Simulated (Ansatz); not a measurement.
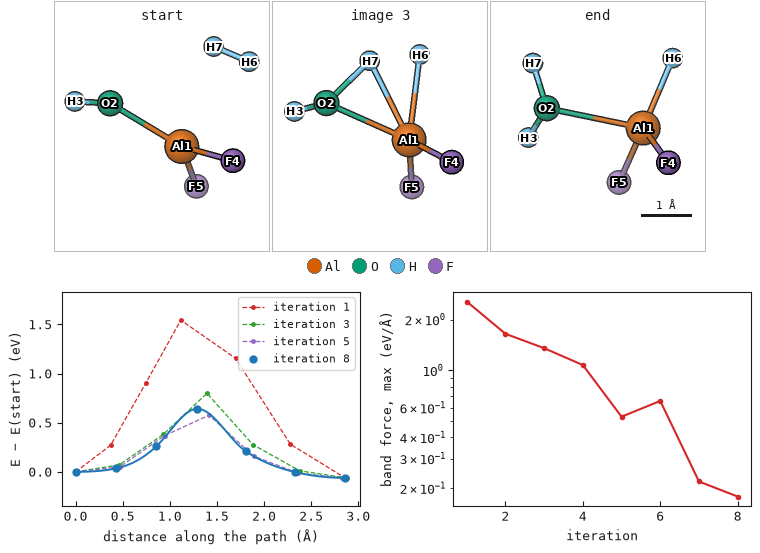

NEB run on AlH3OF2. Images are numbered from 0 (start) to 6 (end). The plot follows the band through its iterations. A ball-and-stick model, seen face on.

Computed with Ansatz 0.2.0, RKS PBE-D4/def2-SVP. Run with 5 movable images; climbing image; force threshold 0.2 eV/Å; iteration limit 60; starting path through a guess of the saddle point.

### Judge this run.

The run met only a loose threshold, so the barrier can't be trusted yet. The band converged in 8 iterations. The largest component of the band force went from 2.6 to 0.18 eV/Å. The climbing image converged on the top of the path. Its curvatures weren't checked. The force threshold is so loose that the height of the top is at best an upper bound. The first iteration put the highest image at 1.54 eV. Forward barrier 0.64 eV, backward barrier 0.70 eV, with image 3 at the top; the reaction energy is −0.06 eV.

Cost: 80 s on 1 thread of Arm Neoverse V1, with other jobs on the host, peak memory 0.13 GiB.
